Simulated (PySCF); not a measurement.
**C4H9N3OSi2: density, localisation and related maps**

The calculation's input:

```
{"job": {"kind": "nmr", "xc": "PBE0", "basis": "pcSseg-1"}, "charge": 0, "multiplicity": 1}
C     -2.177569    -1.832111    -0.033161
C     -1.711445    -0.421366    -0.041618
N     -2.509260     0.531575    -0.465963
C     -2.019813     1.775189    -0.454917
N     -0.821726     2.123979    -0.063899
N     -0.008630     1.192039     0.371432
C     -0.405220    -0.067660     0.399414
O      0.435270    -0.974106     0.833246
Si     1.983502    -0.545027     1.327109
Si     2.938979     0.804131    -0.280030
H     -1.549888    -2.429238    -0.693550
H     -2.082683    -2.245513     0.969765
H     -3.211016    -1.878536    -0.363163
H     -2.674127     2.561634    -0.800972
H      2.424429    -1.928778     1.516718
H      1.810025     0.059460     2.651835
H      2.896921     2.226316     0.050850
H      2.318973     0.622946    -1.600282
H      4.353474     0.434317    -0.447591
```

Launched as:

```sh
OMP_NUM_THREADS=1 python probes_run.py task.json out
```

Geometry: GFN2-xTB.

Theory: PBE0/pcSseg-1, SCF density, gas phase, non-relativistic (PySCF).

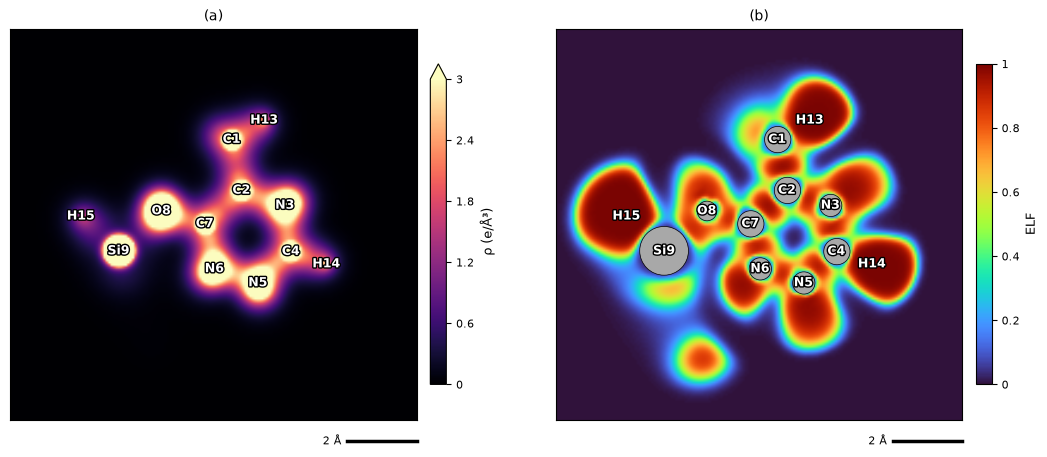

Figure 1. (a) total electron density; (b) electron localisation function on the plane of atoms N5, N6 and C7. Grey discs cover the atomic cores in the ELF map.

### Interpret the plot.

The section cuts through C, N, O, Si and H sites.
C–N (1.31 Å): ρ is about 2.6 e/Å³ halfway; the ELF peaks at about 0.90 between the atoms: localised, covalent bonding.
C–O (1.31 Å): ρ is about 2.6 e/Å³ halfway; the ELF peaks at about 0.90 between the atoms (a shared but strongly polarised pair).
N–N (1.31 Å): ρ is about 2.7 e/Å³ halfway; the ELF peaks at about 0.90 between the atoms: localised, covalent bonding.
C–C (1.42 Å): the density is about 2 e/Å³ at the midpoint; the ELF peaks at about 0.95 between the atoms: a covalent bond.
Si–O (1.68 Å): ρ at the midpoint is about 1 e/Å³; the ELF peaks at about 0.90 between the atoms; a shared but strongly polarised pair.
The ELF also peaks beside N5, N6, O8 and N3, away from the bonds: lone-pair regions.

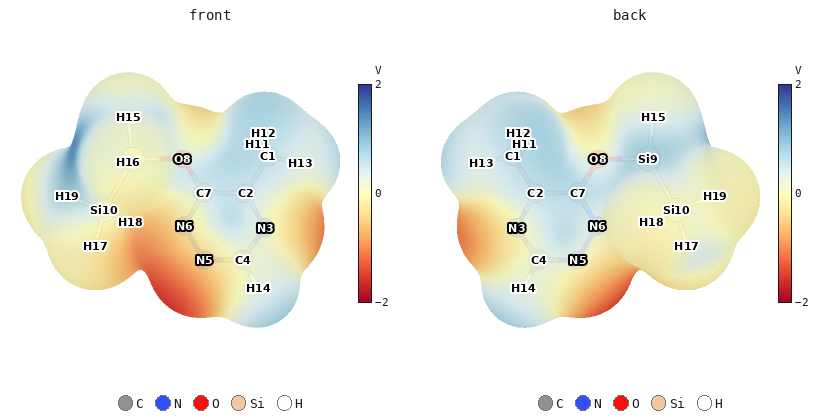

Figure 2. The molecular electrostatic potential painted on the density surface at 0.001 e/bohr³, seen from the front and from behind; red is negative and blue positive.

### Describe the electrostatic potential map.

The most negative region (about −1.5 V, or −35 kcal/mol for a unit charge) lies over N5, the most positive (about +1.3 V, or +30 kcal/mol for a unit charge) over Si9. N5 is the likeliest acceptor of a hydrogen bond.

### How polar is the molecule by this calculation?

Its dipole moment is 2.13 D.
